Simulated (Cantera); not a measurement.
Feed: 1 mol Si3N4, 3.3 mol CO2, a varied amount of H2, 0.01 mol H2O, held at 1452 °C and 3.90 mbar.

Equilibrium computed with Cantera from the NASA thermochemical tables; the gas is ideal and each condensed phase is pure. Candidate condensed phases: C, C6H6, C7H8, C8H18, H2O, Si, SiC, SiO2, Si2N2O, Si3N4; 151 gas species. The tables hold silica as quartz up to 1696 K and as liquid above; real silica turns to tridymite and cristobalite and melts near 1996 K. Kinetics and transport are ignored.

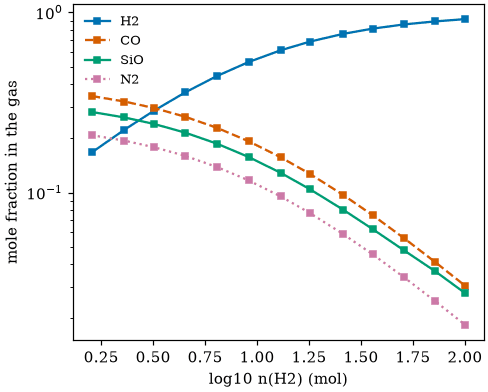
Figure. Equilibrium gas composition (values under 1e-9 drawn at 1e-9)

From 1.6 mol H2 to 72 mol H2 the condensed part is SiO2(condensed). At 100 mol H2 nothing is condensed. The main Si-bearing gas is SiO throughout.
